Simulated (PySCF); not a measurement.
# C7H9NO: the cost of one run

Programs: PySCF 2.14.0, with routines of our own; each step states its level. All values are computed. Atoms count from 0.

## 1. The system as given

18 atoms, charge 1, multiplicity 2; geometry from: GFN2-xTB.

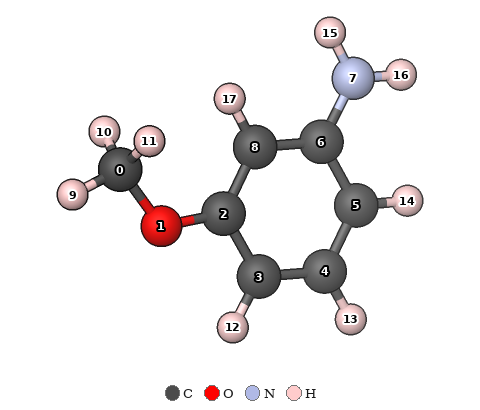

The starting geometry (carbon dark grey, oxygen red, nitrogen light blue, hydrogen pink).

## 2. Open-shell or spin-flip excitations: unrestricted TDA CAM-B3LYP/def2-SVP

Job settings and geometry (Å):

```
{"job": {"kind": "uabs", "xc": "CAM-B3LYP", "basis": "def2-SVP", "nstates": 10, "tda": true}, "charge": 1, "multiplicity": 2}
C     -2.708750     1.056688    -0.517297
O     -2.162890    -0.214811    -0.239905
C     -0.861097    -0.375064    -0.067717
C     -0.464792    -1.721257     0.209390
C      0.868030    -2.035687     0.416838
C      1.826595    -1.048960     0.354240
C      1.449399     0.304563     0.073586
N      2.398357     1.243476     0.016641
C      0.100528     0.620571    -0.133659
H     -3.782045     0.902726    -0.612493
H     -2.311346     1.462067    -1.452439
H     -2.510347     1.758529     0.298140
H     -1.238236    -2.472940     0.249032
H      1.151311    -3.054809     0.628194
H      2.868680    -1.280298     0.514410
H      2.166343     2.205428    -0.180607
H      3.368733     1.011860     0.166292
H     -0.167233     1.644236    -0.340969
```

With the program's defaults for keys left out, this is: unrestricted TDA CAM-B3LYP/def2-SVP, vertical, gas phase, core orbitals frozen in the response.

Launch:

```bash
> OMP_NUM_THREADS=1 python excited_run.py task.json out
```

This one command runs all jobs of the session in turn.

**Question.** How long does this first job take on 1 thread of Arm Neoverse V1, shared host, and how much memory does it need?

About 100 s, with a peak of 0.75 GiB.
